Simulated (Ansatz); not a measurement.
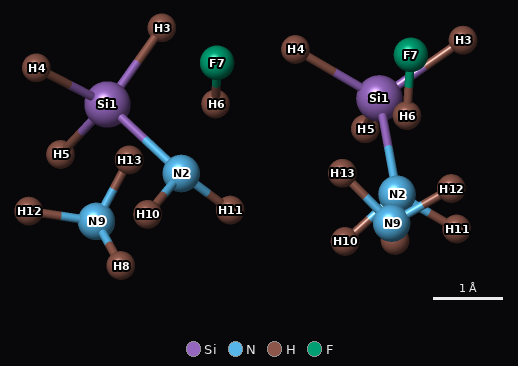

Two geometries of SiN$_{2}$H$_{9}$F, drawn at one scale. One is the start of a relaxation, the other its converged end. The picture is a ball-and-stick view, seen from a free direction.

Theory: UKS r2SCAN/def2-SVP (Ansatz 0.2.0). Set-up: collinear spin; force threshold 0.03 eV/Å; at most 50 steps.

Q: Which one is relaxed?

A: The left one is the relaxed one. The run prepares an end point of a later path (reaction) calculation, from a guessed geometry. After 33 accepted moves (36 points after the start) the energy has fallen by 0.519 eV. The largest force component goes from 1.2 to 0.022 eV/Å. The line search rejected the trial steps at points 6, 9, 30 of the run. The forces were under the threshold at step 8, but the run went on from there. The atom that moves furthest after the best rigid fit is H12 (2.49 Å). Largest moves by element: H 2.49 Å, F 0.97 Å, N 0.88 Å, Si 0.26 Å. Some distances before and after: H6–F7 0.924 → 0.979 Å, Si1–N2 1.803 → 1.758 Å, N2–H10 1.022 → 1.042 Å, N9–H13 1.021 → 1.027 Å. Bond angles that change, for instance: Si1–N2–H11 112.9° → 117.3°, H10–N2–H11 106.9° → 111.0°, H12–N9–H13 103.9° → 106.6°.
